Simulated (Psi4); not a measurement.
# A workflow on GaH3 (SMILES [GaH3])

Wanted: a geometry optimisation (PBE0-D4/def2-TZVP), then the harmonic vibrations of GaH3. 

The calculation is run with Psi4 1.11.

## Step 1: Starting point

The species is GaH3 (4 atoms), meant as a singlet with charge 0. SMILES: `[GaH3]`. The shape is that of a PBE0-D4/def2-TZVP optimisation. The run starts from this shape.

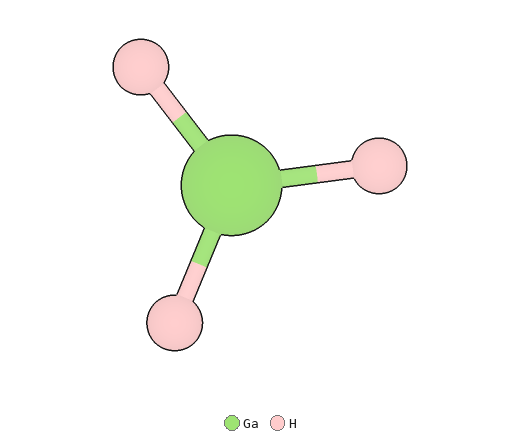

Viewed from a chosen angle; gallium green, hydrogen pink.

## Step 2: A structure relaxation at PBE0-D4/def2-TZVP (density fitting) (run 1)

gah3.xyz

```xyz
4
GaH3
Ga     0.013400    -0.014900    -0.004600
H      1.252400     0.343800     0.887700
H     -0.552100    -1.477800    -0.009700
H     -0.658400     1.088700    -0.893700
```

job.py

```python
import psi4

psi4.set_memory(1600000000)
psi4.set_num_threads(1)
psi4.core.set_output_file('gah3.out', False)

with open('gah3.xyz') as f:
    atoms = ''.join(f.readlines()[2:])
mol = psi4.geometry('0 1\n' + atoms + '')

psi4.set_options({
    'basis': 'def2-TZVP',
    'geom_maxiter': 60,
})

e_tot = psi4.optimize("pbe0-d4")
print('E =', round(e_tot, 9))
print(mol.to_string(dtype='xyz', units='Angstrom'))
```

The run is started by

```console
$ python job.py
```

gah3.out:

```text
[...]
  Running in c1 symmetry.
[...]
  Nuclear repulsion =   31.962558411197463
[...]
  Multiplicity = 1
[...]
  Nalpha       = 17
  Nbeta        = 17
[...]
    Number of basis functions: 66
[...]
   @DF-RKS iter   1: -1924.29804234352764   -1.32319e+00   5.02374e-02 DIIS/ADIIS
[...]
   @DF-RKS iter   6: -1926.36152279556927    1.81899e-12   4.70274e-10 DIIS
[...]
    Orbital Energies [Eh]
    ---------------------
    Doubly Occupied:
       1A   -372.901315     2A    -46.049470     3A    -40.764677
       4A    -40.759932     5A    -40.759932     6A     -5.560329
       7A     -3.835040     8A     -3.822154     9A     -3.822153
      10A     -0.861024    11A     -0.855192    12A     -0.855192
      13A     -0.848595    14A     -0.848594    15A     -0.468079
      16A     -0.315778    17A     -0.315773
[...]
  @DF-RKS Final Energy: -1926.36152279556927
   => Energetics <=
    Nuclear Repulsion Energy =             31.9612870348043785
    One-Electron Energy =               -2749.2942699452419220
    Two-Electron Energy =                 848.2374948632767655
    DFT Exchange-Correlation Energy =     -57.2649962794541239
    Empirical Dispersion Energy =          -0.0010384689539247
    VV10 Nonlocal Energy =                  0.0000000000000000
    Total Energy =                      -1926.3615227955690443
[...]
 Multipole Moments:
 ------------------------------------------------------------------------------------
     Multipole            Electronic (a.u.)      Nuclear  (a.u.)        Total (a.u.)
 ------------------------------------------------------------------------------------
 L = 1.  Multiply by 2.5417464519 to convert [e a0] to [Debye]
 Dipole X            :          0.0000417           -0.0000327            0.0000090
 Dipole Y            :         -0.0001021            0.0000676           -0.0000344
 Dipole Z            :         -0.0001669            0.0001116           -0.0000553
 Magnitude           :                                                    0.0000658
[...]
  -Total Gradient:
     Atom            X                  Y                   Z
    ------   -----------------  -----------------  -----------------
       1        0.000001013635    -0.000001649333    -0.000004488829
       2        0.000000625301     0.000003461413     0.000001373286
       3        0.000000500869    -0.000002923018     0.000003255307
       4       -0.000003923092    -0.000001041397    -0.000000914226
[...]
    Final optimized geometry and variables:
    Molecular point group: c1
    Full point group: C1
    Geometry (in Angstrom), charge = 0, multiplicity = 1:
    GA           0.000000463441    -0.000000957011    -0.000001579427
    H            1.238464072436     0.358924521345     0.893001842580
    H           -0.566088763991    -1.462737786856    -0.004421488136
    H           -0.672407003399     1.103878715874    -0.888472336742
[...]
```

The script printed:

```text
Some dependencies such as QCElemental have not yet finished migration to pydantic v2. If issues are encountered please downgrade pydantic or upgrade QCElemental as appropriate
	Previous geometry is closer to target in internal coordinates, so using that one.

	Best geometry has RMS(Delta(q)) = 1.07e-04

	Energy has increased in a minimization.
	Energy ratio indicates iffy step.
	Intrafrag trust radius decreased to  0.125.
Optimizer: Optimization complete!
E = -1926.361522796
4
0 1 GaH3
Ga                    0.000000463441    -0.000000957011    -0.000001579427
H                     1.238464072436     0.358924521345     0.893001842580
H                    -0.566088763991    -1.462737786856    -0.004421488136
H                    -0.672407003399     1.103878715874    -0.888472336742
```

Run time: 43 s. Hardware: 1 thread of Intel Xeon at 2.50GHz (Skylake/Cascade Lake), shared host; peak memory 0.41 GiB.

Steps, from the record of the run:

| step | energy from the first frame kept (eV) | largest force (eV/Å) |
| --- | --- | --- |
| 0 | 0.0000 | 0.0050 |
| 1 | 0.0006 | 0.0859 |
| 2 | 0.0000 | 0.0002 |

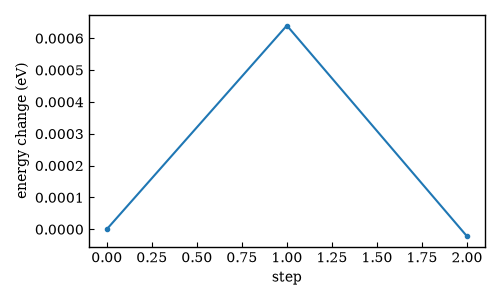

Energy along the run.

## Step 3: Vibrational wavenumbers at PBE0-D4/def2-TZVP (density fitting) (run 2)

calc.dat

```
memory 1600 MB

molecule {
  Ga     0.013424    -0.014909    -0.004628
  H      1.251888     0.344016     0.888375
  H     -0.552665    -1.477646    -0.009048
  H     -0.658983     1.088970    -0.893099
}

set {
  basis                      def2-TZVP
  t                          500.0
  rotational_symmetry_number 6
}

E, wfn = frequencies('pbe0-d4', return_wfn=True)
```

The run is started by

```console
$ psi4 -n 1 calc.dat calc.out
```

calc.out (excerpt; [...] marks lines left out):

```text
[...]
  Running in c1 symmetry.
[...]
  Nuclear repulsion =   31.961290433639078
[...]
  Multiplicity = 1
[...]
  Nalpha       = 17
  Nbeta        = 17
[...]
    Number of basis functions: 66
[...]
   @DF-RKS iter   1: -1924.29801949877424   -1.32325e+00   5.02374e-02 DIIS/ADIIS
[...]
   @DF-RKS iter  11: -1926.36152166599891   -1.36424e-12   2.37691e-09 DIIS
[...]
  @DF-RKS Final Energy: -1926.36152166599891
   => Energetics <=
    Nuclear Repulsion Energy =             31.9541475572967038
    One-Electron Energy =               -2749.2796278556975267
    Two-Electron Energy =                 848.2298448868623382
    DFT Exchange-Correlation Energy =     -57.2648478289035481
    Empirical Dispersion Energy =          -0.0010384255568998
    VV10 Nonlocal Energy =                  0.0000000000000000
    Total Energy =                      -1926.3615216659989073
[...]
 Multipole Moments:
[...]
  -Total Gradient:
     Atom            X                  Y                   Z
    ------   -----------------  -----------------  -----------------
       1        0.000106631423    -0.000175965182     0.000135723600
       2       -0.000001035343    -0.000034629317     0.000011889546
       3        0.000026555447    -0.000007880215     0.000025925152
       4       -0.000129322612     0.000214893870    -0.000170131261
[...]
  ==> Harmonic Vibrational Analysis <==
[...]
  Freq [cm^-1]                 724.3470            759.3189            760.6432
[...]
  IR activ [km/mol]            176.3687            151.2195            151.3115
[...]
  Freq [cm^-1]                1977.1082           1978.8493           1978.8678
[...]
  IR activ [km/mol]             0.1328             249.8449            249.8203
[...]
  Total E_0, Enthalpy at 0 [K]                                                        -1926.34288932 [Eh]
[...]
  Total H, Enthalpy at  500.00 [K]                                                    -1926.33511958 [Eh]
[...]
  Total G, Gibbs energy at  500.00 [K]                                                -1926.38137095 [Eh]
[...]
```

Run time: 3.6 min. Hardware: 1 thread of Intel Xeon at 2.50GHz (Skylake/Cascade Lake), shared host; peak memory 0.46 GiB.

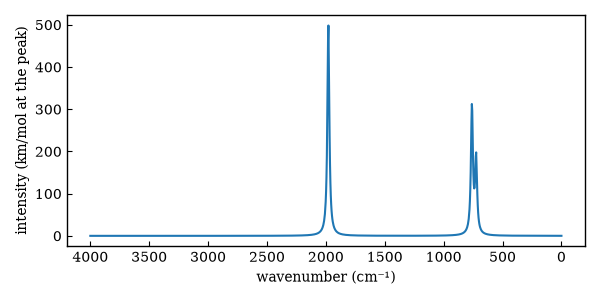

Harmonic infrared spectrum, unscaled, lines broadened by 10 cm⁻¹.

## Step 4: What came out

| quantity | value |
| --- | --- |
| run 1, PBE0-D4/def2-TZVP: total energy at the end | -1926.36152 Eh |
| run 1, PBE0-D4/def2-TZVP: dipole moment | 0.00 D |
| run 1, PBE0-D4/def2-TZVP: HOMO energy | -8.59 eV |
| run 1, PBE0-D4/def2-TZVP: LUMO energy | -1.82 eV |
| run 1, PBE0-D4/def2-TZVP: HOMO–LUMO gap | 6.77 eV |
| run 1, PBE0-D4/def2-TZVP: dispersion energy | -2.73 kJ/mol |
| run 2, PBE0-D4/def2-TZVP: lowest harmonic wavenumber | 724 cm⁻¹ |
| run 2, PBE0-D4/def2-TZVP: highest harmonic wavenumber | 1979 cm⁻¹ |
| run 2, PBE0-D4/def2-TZVP: zero-point energy | 48.9 kJ/mol |
| run 2, PBE0-D4/def2-TZVP: ideal-gas entropy at 500 K (symmetry number 6 as used) | 58.0 cal/(mol K) |

The optimisation (run 1, PBE0-D4/def2-TZVP) took 3 steps and changed the energy by -0.000 eV. All 6 modes are real, so the shape is a minimum at this level.
